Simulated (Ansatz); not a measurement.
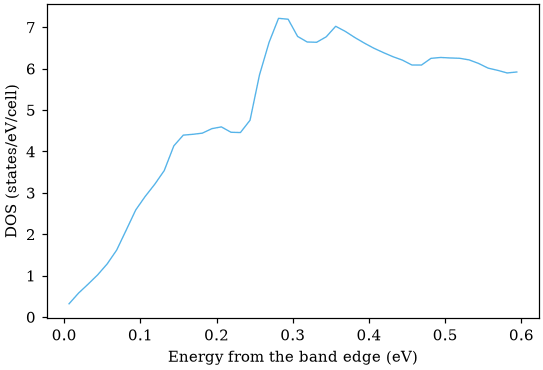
Figure: Density of states of AlO₃ (C2) below the valence band maximum, PBEsol, rigid bands (Ansatz, a quantum-chemistry and plane-wave program); cell volume 79.2 Å³.

**Question.** What effective density of states at 300 K does this give (∫ g(E) exp(−E/k_BT) dE, both spins, divided by the cell's size)?

**Answer.** 2.4e20 cm⁻³, a density-of-states mass of 4.5 mₑ, valleys and band degeneracy included.

Spin-orbit coupling is left out; where it splits the top of the valence band, N_v and the p-type Seebeck coefficient come out somewhat high without it. Geometry: cell and atoms relaxed with PBEsol.

Computed structure with no diffraction record at hand here (it may be known, metastable or hypothetical): AlO3 (C2).
